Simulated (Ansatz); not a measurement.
# UBHLYP/3-21G run of NH2 (SMILES [NH2])

Aim: the energy change on altering one bond length of NH2 at UBHLYP/3-21G, from 2 runs. 

The calculation is run with Ansatz 0.2.0.

48 further runs of the same task are left out: 48 set aside as unsound or not needed.

### Step 1. The structure to begin with

NH2 has 3 atoms, charge 0, and is taken as a doublet. SMILES: `[NH2]`. The coordinates come from a GFN2-xTB relaxation.

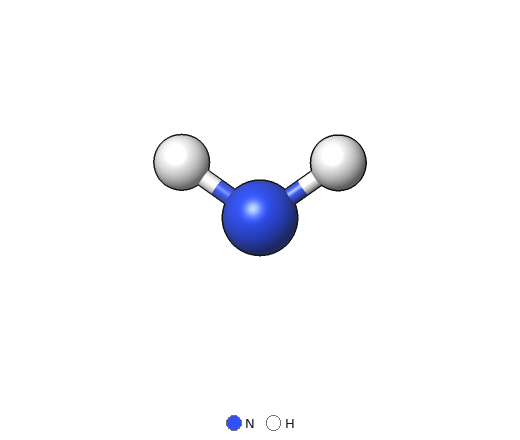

Viewed from a chosen angle; nitrogen blue, hydrogen white.

### Step 2. A single-point energy at UBHLYP/3-21G

Input file job.yaml:

```yaml
crystal:
  periodic: [false, false, false]
  atoms:
    - {symbol: N, position_ang: [0.307180, -0.182210, 0.151440]}
    - {symbol: H, position_ang: [0.155580, 0.820260, 0.174790]}
    - {symbol: H, position_ang: [-0.462760, -0.638040, -0.326220]}
basis:
  gaussian:
    orbitals: 3-21G.json
magnetization:
  spin_polarized: true
  initial_magnetization: 1
hamiltonian:
  xc: {name: BHLYP}
accuracy: high
```

The basis set 3-21G is read from a file made from the Basis Set Exchange's data (not shown).

Started as:

```console
$ ansatz run job.yaml --threads 1 --pin off --max-ram 2610MiB --events-out events.jsonl --progress --plain --runs-dir runs
```

The program printed:

```text
Warning: RAYON_NUM_THREADS=1 ignored (pool sized by the plan → 1); use --threads N
Functional definition: BHLYP
  name "BHLYP"
  parameter a = 0.5
  exchange = (1 - a)*b88_x + a*exact_x
  correlation = lyp_c
248 factors; integrals over basis functions are off by at most 4.8e-9 eV
mean field evaluation 1: about -1510.0608 eV, gradient 1.5e1 eV
mean field evaluation 2: about -1510.5464 eV, gradient 9.8e0 eV
mean field evaluation 4: about -1510.9059 eV, gradient 3.5e-1 eV
mean field evaluation 8: about -1510.9022 eV, gradient 4.4e-3 eV
mean field evaluation 16: about -1510.9022 eV, gradient 1.5e-7 eV
mean field -1510.90221364 eV, -55.5246322250 hartree, gradient 2.7e-8 eV, S^2 0.752570; 0 other end points of the search recorded, 0 dependent functions left out
reference -1510.90222543 eV, -55.5246326582 hartree; 5, 4 occupied and 8, 9 virtual orbitals, 248 factors
Total energy: -1510.90222543 eV, -55.5246326582 hartree
```

It took 0.62 s on 1 thread of Arm Neoverse V1, shared host.

### Step 3. The distorted shape at the same level

Input file in.yaml:

```yaml
crystal:
  periodic: [false, false, false]
  atoms:
    - {symbol: "N", position_ang: [0.345084, -0.432856, 0.145602]}
    - {symbol: H, position_ang: [0.155580, 0.820260, 0.174790]}
    - {symbol: H, position_ang: [-0.424856, -0.888686, -0.332058]}
basis:
  gaussian: {orbitals: 3-21G.json}
hamiltonian: {xc: {name: BHLYP}}
accuracy: high
magnetization: {spin_polarized: true, initial_magnetization: 1}
```

The basis set 3-21G is read from a file made from the Basis Set Exchange's data (not shown).

Started as:

```console
$ ansatz run in.yaml --threads 1 --pin off --max-ram 2610MiB --events-out events.jsonl --progress --plain --runs-dir runs
```

The program printed:

```text
Warning: RAYON_NUM_THREADS=1 ignored (pool sized by the plan → 1); use --threads N
[... 5 set-up lines as earlier in the session ...]
248 factors; integrals over basis functions are off by at most 2.7e-9 eV
mean field evaluation 1: about -1509.3733 eV, gradient 1.4e1 eV
mean field evaluation 2: about -1509.7285 eV, gradient 1.1e1 eV
mean field evaluation 4: about -1510.2287 eV, gradient 4.1e-1 eV
mean field evaluation 8: about -1510.2282 eV, gradient 2.3e-2 eV
mean field evaluation 16: about -1510.2283 eV, gradient 1.4e-5 eV
mean field -1510.22825141 eV, -55.4998645700 hartree, gradient 4.4e-8 eV, S^2 0.755849; 0 other end points of the search recorded, 0 dependent functions left out
reference -1510.22826445 eV, -55.4998650490 hartree; 5, 4 occupied and 8, 9 virtual orbitals, 248 factors
Total energy: -1510.22826445 eV, -55.4998650490 hartree
```

It took 0.62 s on 1 thread of Arm Neoverse V1, shared host.

### Step 4. Summary of results

At UBHLYP/3-21G:

| quantity | value |
| --- | --- |
| first shape: total energy | -55.52463 Eh |
| first shape: ⟨S²⟩ | 0.753 |
| distorted shape: total energy | -55.49987 Eh |
| distorted shape: ⟨S²⟩ | 0.756 |
| energy change with the N1–H2 bond stretched from 1.014 to 1.268 Å | 0.674 eV |

With the N1–H2 bond stretched from 1.014 to 1.268 Å the energy rises by 0.67 eV (15.5 kcal/mol). The first shape isn't relaxed at this level, so the change isn't measured from a minimum.
